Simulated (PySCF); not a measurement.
C4H14OSi2, SMILES C[Si](C)(O)CC[SiH3] at its GFN2-xTB optimised geometry (Å):

```
21

Si    -0.4889    -0.3572     0.0000
C     -1.1361    -1.2515    -1.5442
C     -0.6636    -0.5994    -2.8450
Si    -1.2537    -1.5266    -4.4009
C     -3.1574    -1.5988    -4.5016
C     -0.5803    -0.7172    -5.9893
O     -0.6287    -3.0299    -4.2048
H      0.9765    -0.3572     0.0000
H     -0.9765    -1.0307     1.2069
H     -0.9633     1.0307     0.0000
H     -2.2274    -1.2725    -1.5306
H     -0.8105    -2.2925    -1.5381
H     -1.0109     0.4344    -2.8755
H      0.4264    -0.5560    -2.8438
H     -3.4903    -2.0741    -5.4205
H     -3.5724    -2.1661    -3.6735
H     -3.5985    -0.6079    -4.4728
H      0.5053    -0.7113    -5.9968
H     -0.9133     0.3100    -6.0892
H     -0.9102    -1.2521    -6.8754
H     -0.7683    -3.7159    -4.8520
```

Computed with PBE0/def2-SVP (PySCF 2.14.0). Cells within 0.4 Å of a nucleus heavier than hydrogen are left out (blank, or x).

Map of the electron localisation function on the plane z = 0.0 Å:

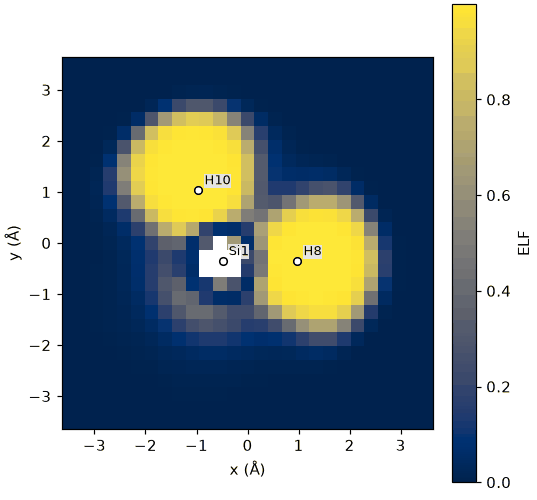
Figure. Electron localisation function on the plane z = 0.0 Å.
